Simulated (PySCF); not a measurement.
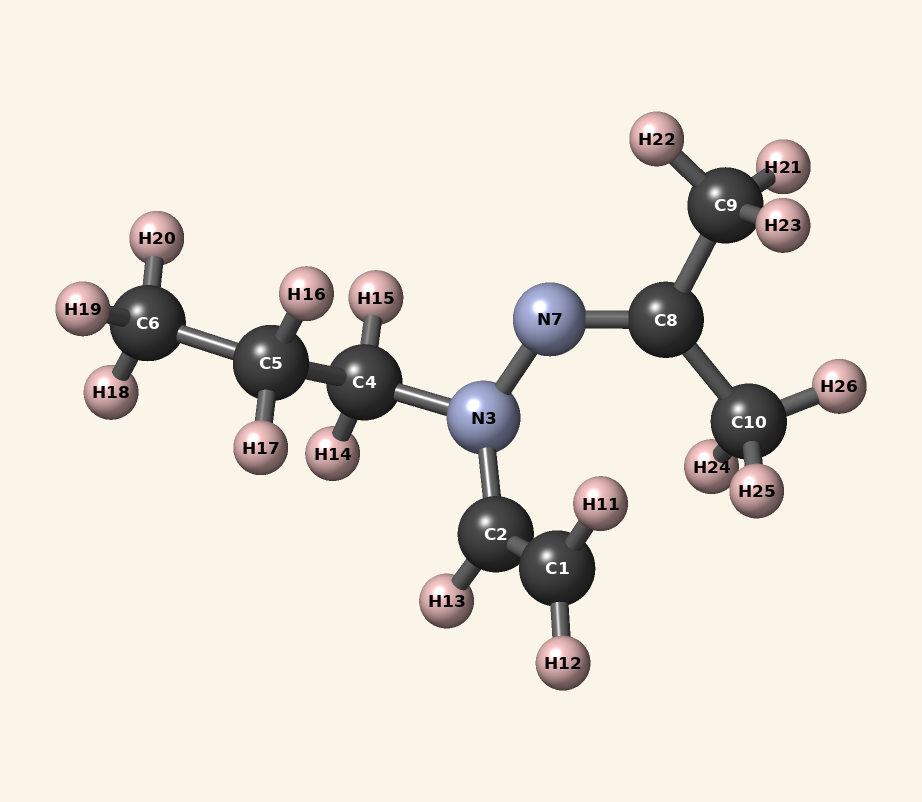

Every bond is drawn as one stick. The geometry was computed by an optimisation with GFN2-xTB. No frequency run is at hand to confirm it as a minimum. Level of theory: PBE0/pcSseg-1 (PySCF 2.14.0).

List the Mayer bond orders of C1–C2, C2–N3, N3–C4, N3–N7, C4–C5, C5–C6, N7–C8, C8–C9, C8–C10 (bonds between heavy atoms, one of each equivalent set).

```csv
bond,Mayer order,length (Å)
C1–C2,1.86,1.332
C2–N3,1.04,1.379
N3–C4,0.95,1.450
N3–N7,1.02,1.370
C4–C5,1.02,1.532
C5–C6,1.06,1.522
N7–C8,1.85,1.271
C8–C9,1.05,1.497
C8–C10,1.04,1.500
```
